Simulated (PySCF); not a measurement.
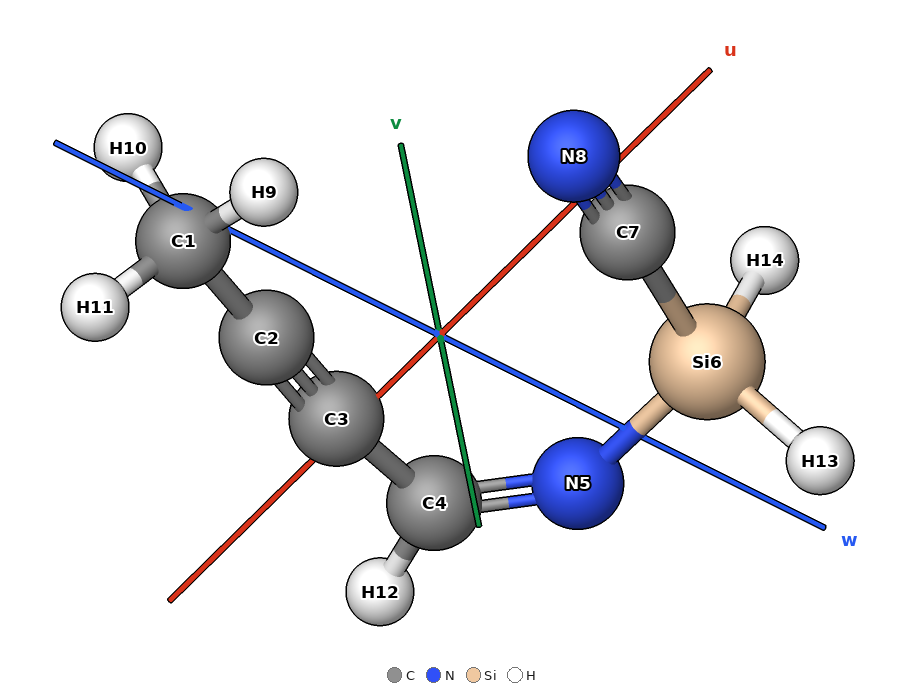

The lines u, v and w are the principal axes of the static dipole polarisability. The geometry was computed by an optimisation with GFN2-xTB. No frequency run is at hand to confirm it as a minimum. Method: B3LYP/def2-SVPD (PySCF 2.14.0).

Question. Along which axis is the molecule most polarisable, and along which least?

Answer. Most along w (close to the long direction C1···Si6), least along v.

Question. Give the three principal values.

Answer. u 92.2, v 63.9, w 130.6 bohr³; mean 95.6, anisotropy 57.9 bohr³.

The geometry is semi-empirical. Around Si such bond lengths and angles can be off by a tenth of an ångström or more and by several degrees, and values that hang on the shape move with them.
